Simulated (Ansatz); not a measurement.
**Run report: ZrN3H6Cl, geometry relaxation (part 2 of 2)**

Continued. System: ZrN3H6Cl, SMILES [NH2][Zr]([NH2])([NH2])[Cl]. Method: RKS PBE0-D4/def2-TZVP (Ansatz 0.2.0). The geometry: GFN2-xTB start.

Geometry of the input (Å):
```
N  -1.1683  -0.9314  -1.0722
Zr 0.1272  0.4395  -0.3445
N  -0.8011  1.6063  1.0294
N  1.5908  -0.5884  0.6017
Cl 1.1561  1.3979  -2.1871
H  -1.5800  -1.6963  -0.5276
H  -0.9956  -1.2932  -2.0186
H  -0.3133  1.8760  1.8916
H  -1.7772  1.4334  1.2930
H  2.3515  -0.9493  0.0116
H  1.4098  -1.2945  1.3226
```

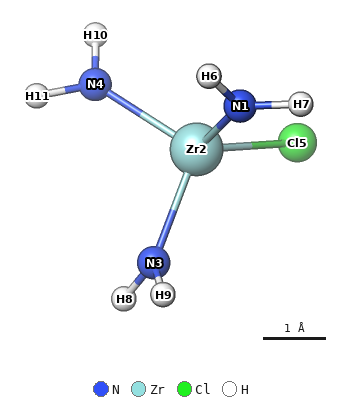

Figure 1. The geometry at step 6 of the log (ball-and-stick view, seen at a tilt; atoms are numbered from 1 in the order of the input).

**The program's output, continued**
```
relax step  11: F+E_penalty+E_count = -18369.48639499 eV  Δ(F+E_penalty+E_count) = -2.861e-5 eV  max|allowed force component| = 4.500e-3 eV/Å  Δτ_max = 0.0047 Å  (34 SCF iters, accepted)
1396 factors; their error is unknown
mean field evaluation 96: about -18369.2020 eV, gradient 3.2e-1 eV
mean field -18369.26390815 eV, -675.0579974901 hartree, gradient 5.8e-5 eV, S^2 0.000000; 1 other end points of the search recorded, 0 dependent functions left out
the calculation of the forces begins
reference -18369.26397350 eV, -675.0579998917 hartree; 28, 28 occupied and 178, 178 virtual orbitals, 1396 factors
Total energy: -18369.48646035 eV, -675.0661761326 hartree
Atom 0 at    -1.140809    -1.023474    -1.119724 Å, force     0.000765     0.001664     0.000193 eV/Å
Atom 1 at     0.207181     0.280823    -0.353108 Å, force    -0.002579    -0.001601     0.004500 eV/Å
Atom 2 at    -0.770876     1.398687     1.025292 Å, force     0.002094    -0.001246    -0.001981 eV/Å
Atom 3 at     1.587373    -0.815064     0.646909 Å, force    -0.000867     0.000873    -0.001857 eV/Å
Atom 4 at     1.205273     1.634255    -2.053554 Å, force    -0.000562    -0.000626     0.000699 eV/Å
Atom 5 at    -1.169570    -2.020486    -0.959687 Å, force     0.000391     0.000068    -0.000351 eV/Å
Atom 6 at    -1.837144    -0.783492    -1.813939 Å, force     0.000861     0.000172     0.000029 eV/Å
Atom 7 at    -0.403146     2.245717     1.439670 Å, force     0.000069    -0.000206    -0.001024 eV/Å
Atom 8 at    -1.724177     1.271367     1.334283 Å, force    -0.000068     0.000267    -0.000174 eV/Å
Atom 9 at     2.340437    -1.326737     0.204775 Å, force    -0.000248     0.000545    -0.000154 eV/Å
Atom 10 at     1.705458    -0.861587     1.649082 Å, force     0.000142     0.000090     0.000120 eV/Å
Dipole moment:    -0.256228    -0.347490     0.436641 e Å
```

**Trajectory as extended XYZ (Å, eV, eV/Å), 11 frames, from step=1 to step=11**
```
11
Properties=species:S:1:pos:R:3:forces:R:3 step=1 energy=-18369.06736
N    -1.1683   -0.9314   -1.0722   -0.2223  -0.8679  -0.2740
Zr    0.1272    0.4395   -0.3445   -0.1679  -0.4013   0.2328
N    -0.8011    1.6063    1.0294   -0.4098  -0.1731   1.1151
N     1.5908   -0.5884    0.6017    0.4443  -0.8625   0.1302
Cl    1.1561    1.3979   -2.1871    0.4206   0.5250  -0.7555
H    -1.5800   -1.6963   -0.5276    0.1352   0.4570  -0.3167
H    -0.9956   -1.2932   -2.0186   -0.2710   0.2534   0.4757
H    -0.3133    1.8760    1.8916   -0.2229   0.0509  -0.5183
H    -1.7772    1.4334    1.2930    0.4030   0.2867  -0.2473
H     2.3515   -0.9493    0.0116   -0.3029   0.2665   0.4328
H     1.4098   -1.2945    1.3226    0.1937   0.4651  -0.2748
11
Properties=species:S:1:pos:R:3:forces:R:3 step=2 energy=-18369.23299
N    -1.1950   -0.9720   -1.0836    0.0038  -0.3622  -0.7070
Zr    0.1514    0.3734   -0.3641    0.0393   0.0096   0.0963
N    -0.7924    1.5016    1.0662   -0.6154  -0.0084   0.7635
N     1.6322   -0.6296    0.6136    0.2833  -0.4869  -0.0459
Cl    1.1859    1.4631   -2.2319   -0.1073  -0.0390   0.1732
H    -1.6470   -1.7252   -0.5725    0.0837   0.1991  -0.0692
H    -1.1786   -1.2462   -2.0810   -0.1092   0.3203   0.8043
H    -0.3377    1.9207    1.8894   -0.1803  -0.2563  -0.6767
H    -1.8096    1.5119    1.2643    0.9477   0.0069  -0.3741
H     2.4719   -0.9235    0.1022   -0.3757   0.2449   0.2821
H     1.5188   -1.2741    1.3974    0.0299   0.3719  -0.2466
11
Properties=species:S:1:pos:R:3:forces:R:3 step=3 energy=-18369.29044
N    -1.2055   -0.9908   -1.0863   -0.2425  -0.2651  -1.0922
Zr    0.1681    0.3163   -0.3619    0.0400  -0.0990   0.1268
N    -0.7824    1.3910    1.0873   -0.8736   0.6521   0.6736
N     1.6552   -0.6616    0.6173    0.4542  -0.4499   0.1337
Cl    1.1652    1.4681   -2.1938   -0.0245   0.0526   0.0104
H    -1.6607   -1.7570   -0.6022    0.0913   0.1133  -0.0545
H    -1.3384   -1.1390   -2.1089    0.0853   0.2257   1.1460
H    -0.3362    1.9323    1.8415   -0.1662  -0.4474  -0.6012
H    -1.8045    1.5579    1.1824    1.1070  -0.2903  -0.2422
H     2.5491   -0.8813    0.1656   -0.4464   0.1775   0.2199
H     1.5901   -1.2359    1.4590   -0.0247   0.3304  -0.3204
11
Properties=species:S:1:pos:R:3:forces:R:3 step=4 energy=-18369.34992
N    -1.2873   -0.9776   -1.1141    0.1502  -0.2175  -0.0743
Zr    0.1867    0.2112   -0.3561   -0.0445   0.5302  -0.0645
N    -0.7577    1.3590    1.0298    0.0499  -0.2164  -0.0783
N     1.7123   -0.6651    0.6733   -0.1046  -0.2788   0.0054
Cl    1.1068    1.5364   -2.1159   -0.0177  -0.1211   0.0534
H    -1.6780   -1.7940   -0.6573    0.0010   0.0602  -0.1091
H    -1.5040   -1.0268   -2.1079   -0.0452   0.0586   0.2811
H    -0.2766    1.8906    1.7458   -0.1511  -0.0167  -0.0701
H    -1.7600    1.4862    1.0962    0.1546   0.0561   0.0695
H     2.6027   -0.8826    0.2365   -0.0767   0.0275   0.1413
H     1.6549   -1.1372    1.5696    0.0841   0.1179  -0.1543
11
Properties=species:S:1:pos:R:3:forces:R:3 step=5 energy=-18369.37026
N    -1.1675   -1.0074   -1.0675   -0.2657   0.0813  -0.4104
Zr    0.2040    0.3279   -0.4078    0.0634  -0.7150   0.2549
N    -0.7673    1.3406    1.0421   -0.1294   0.3282   0.1686
N     1.6052   -0.7316    0.6010    0.1237   0.0792   0.1816
Cl    1.1859    1.5601   -2.1777    0.0900   0.1912  -0.2212
H    -1.4910   -1.8618   -0.6365    0.1292  -0.0062   0.0615
H    -1.5730   -0.9619   -1.9982    0.0141   0.0615   0.1332
H    -0.3185    1.8942    1.7595    0.0767   0.0380  -0.0187
H    -1.7635    1.4838    1.1167   -0.0712  -0.1055   0.0026
H     2.5109   -0.9635    0.2182    0.0782  -0.0313  -0.1040
H     1.5748   -1.0805    1.5502   -0.1090   0.0785  -0.0481
11
Properties=species:S:1:pos:R:3:forces:R:3 step=6 energy=-18369.43687
N    -1.1754   -1.0086   -1.0964   -0.1422   0.0264  -0.2051
Zr    0.2049    0.2973   -0.3902    0.0330  -0.2703   0.1131
N    -0.7593    1.3580    1.0381   -0.1407   0.1811   0.0998
N     1.6120   -0.7479    0.6285    0.0887  -0.0453   0.0707
Cl    1.1779    1.5807   -2.1454    0.0341   0.0706  -0.0672
H    -1.4048   -1.9258   -0.7370    0.0910   0.0272  -0.0227
H    -1.6644   -0.8809   -1.9778    0.0257   0.0188   0.1577
H    -0.3126    2.0487    1.6325   -0.0779  -0.0675  -0.0816
H    -1.7564    1.3609    1.2176    0.1522  -0.0147   0.0084
H     2.4840   -1.0689    0.2254   -0.0408  -0.0169  -0.0148
H     1.5940   -1.0134    1.6047   -0.0231   0.0907  -0.0584
11
Properties=species:S:1:pos:R:3:forces:R:3 step=7 energy=-18369.43761
N    -1.1722   -1.0104   -1.1134   -0.4190  -0.5062  -0.3488
Zr    0.2082    0.2782   -0.3758   -0.0232  -0.0379   0.0715
N    -0.7611    1.3677    1.0339   -0.1797   0.3654   0.2967
N     1.6038   -0.7841    0.6429    0.2029  -0.1596   0.4180
Cl    1.1892    1.5919   -2.1164    0.0004   0.0153   0.0115
H    -1.2753   -2.0041   -0.8609    0.0162   0.8309  -0.3309
H    -1.7845   -0.7798   -1.9117    0.4359  -0.3128   0.6752
H    -0.3316    2.1577    1.5320   -0.4136  -0.4999  -0.2835
H    -1.7489    1.2797    1.2859    0.6005   0.1510  -0.0623
H     2.4354   -1.1982    0.2226   -0.2739   0.0934   0.2109
H     1.6372   -0.8987    1.6610    0.0535   0.0604  -0.6582
11
Properties=species:S:1:pos:R:3:forces:R:3 step=8 energy=-18369.48577
N    -1.1424   -1.0192   -1.1235   -0.0155  -0.0111   0.0058
Zr    0.2107    0.2784   -0.3562    0.0056   0.0120  -0.0179
N    -0.7706    1.3895    1.0233    0.0136   0.0186   0.0090
N     1.5897   -0.8130    0.6511    0.0087   0.0055  -0.0335
Cl    1.2043    1.6354   -2.0592   -0.0068  -0.0140   0.0182
H    -1.2013   -2.0097   -0.9343    0.0151  -0.0087  -0.0061
H    -1.8238   -0.7822   -1.8333    0.0026   0.0075  -0.0003
H    -0.4003    2.2294    1.4502   -0.0071  -0.0044  -0.0041
H    -1.7263    1.2630    1.3243   -0.0085   0.0037   0.0044
H     2.3428   -1.3222    0.2054   -0.0065  -0.0014   0.0157
H     1.7171   -0.8495    1.6522   -0.0011  -0.0077   0.0089
11
Properties=species:S:1:pos:R:3:forces:R:3 step=9 energy=-18369.48626
N    -1.1420   -1.0225   -1.1199    0.0044  -0.0029   0.0029
Zr    0.2091    0.2792   -0.3548   -0.0021   0.0012   0.0071
N    -0.7697    1.3960    1.0229   -0.0057   0.0076   0.0027
N     1.5883   -0.8139    0.6495    0.0013  -0.0040  -0.0076
Cl    1.2075    1.6310   -2.0568    0.0005   0.0003   0.0030
H    -1.1660   -2.0213   -0.9709   -0.0047  -0.0011   0.0010
H    -1.8488   -0.7758   -1.8010    0.0032  -0.0030  -0.0048
H    -0.4035    2.2441    1.4362    0.0011   0.0023   0.0009
H    -1.7225    1.2668    1.3328    0.0006   0.0002  -0.0012
H     2.3458   -1.3210    0.2099    0.0028  -0.0025  -0.0013
H     1.7017   -0.8625    1.6522   -0.0014   0.0020  -0.0028
11
Properties=species:S:1:pos:R:3:forces:R:3 step=10 energy=-18369.48637
N    -1.1414   -1.0225   -1.1195   -0.0016  -0.0034   0.0014
Zr    0.2073    0.2811   -0.3532    0.0064   0.0051  -0.0127
N    -0.7699    1.3988    1.0255   -0.0049  -0.0013   0.0039
N     1.5878   -0.8155    0.6452    0.0006  -0.0018   0.0082
Cl    1.2059    1.6347   -2.0536   -0.0031  -0.0030   0.0033
H    -1.1714   -2.0189   -0.9556    0.0009   0.0000  -0.0022
H    -1.8360   -0.7847   -1.8162    0.0003   0.0019   0.0008
H    -0.4046    2.2465    1.4405    0.0021  -0.0005  -0.0014
H    -1.7232    1.2690    1.3337   -0.0001   0.0021   0.0006
H     2.3425   -1.3268    0.2055   -0.0024   0.0014  -0.0032
H     1.7032   -0.8616    1.6477    0.0018  -0.0005   0.0013
11
Properties=species:S:1:pos:R:3:forces:R:3 step=11 energy=-18369.48639
N    -1.1408   -1.0235   -1.1197    0.0008   0.0017   0.0002
Zr    0.2072    0.2808   -0.3531   -0.0026  -0.0016   0.0045
N    -0.7709    1.3987    1.0253    0.0021  -0.0012  -0.0020
N     1.5874   -0.8151    0.6469   -0.0009   0.0009  -0.0019
Cl    1.2053    1.6343   -2.0536   -0.0006  -0.0006   0.0007
H    -1.1696   -2.0205   -0.9597    0.0004   0.0001  -0.0004
H    -1.8371   -0.7835   -1.8139    0.0009   0.0002   0.0000
H    -0.4031    2.2457    1.4397    0.0001  -0.0002  -0.0010
H    -1.7242    1.2714    1.3343   -0.0001   0.0003  -0.0002
H     2.3404   -1.3267    0.2048   -0.0002   0.0005  -0.0002
H     1.7055   -0.8616    1.6491    0.0001   0.0001   0.0001
```

**Key numbers**

```json
{"quantity": "outcome", "value": "converged"}
{"quantity": "total energy", "value": "−18369.4865 eV"}
{"quantity": "mean-field energy", "value": "−18369.2640 eV"}
{"quantity": "dispersion energy", "value": "−0.2225 eV"}
{"quantity": "SCF solution under orbital rotations", "value": "stable"}
{"quantity": "largest force (length of the vector) at the end", "value": "0.005 eV/Å"}
{"quantity": "dipole moment", "value": "2.95 D"}
{"quantity": "hardware", "value": "4 threads of Arm Neoverse V1, 23 GiB of memory available, shared host"}
{"quantity": "wall time", "value": "47 s (CPU time 2.9 min)"}
{"quantity": "peak memory", "value": "0.58 GiB"}
```
